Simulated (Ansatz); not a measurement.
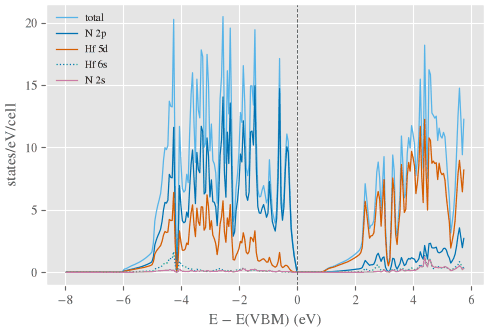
Figure: Total and projected density of states of Hf3N4 in space group Fd-3m (No. 227; Hf on 16d, Hf on 8a, N on 32e), PBEsol (plane waves, PAW; program Ansatz)

Question: Which orbitals carry the states next to the gap?

Answer: Top 1 eV of the valence band: N 2p 87 %, Hf 5d 8 %. Bottom 1 eV of the conduction band: Hf 5d 84 %, N 2p 14 %. Projections are on Löwdin-orthogonalised atomic valence shells; empty p or d shells of many metals are not among them.

Question: Where is the tallest occupied peak in this window, and what makes it?

Answer: Near -2.5 eV, about 20 states/eV per cell; the largest projected share is N 2p.

The first step of the workflow began from a Materials Project structure, measured or hypothetical; the Crystallography Open Database copy checked does not list it. COD files the formula under space group No. 220. Its standing as an ambient phase is unchecked. The PBEsol relaxation kept the symmetry of its start; whether a distortion lowers the energy is not shown. No spin polarisation was allowed. Scalar-relativistic: spin–orbit coupling is off unless named, which matters more the heavier the elements.

Potentials: the later of the program's two PAW sets.
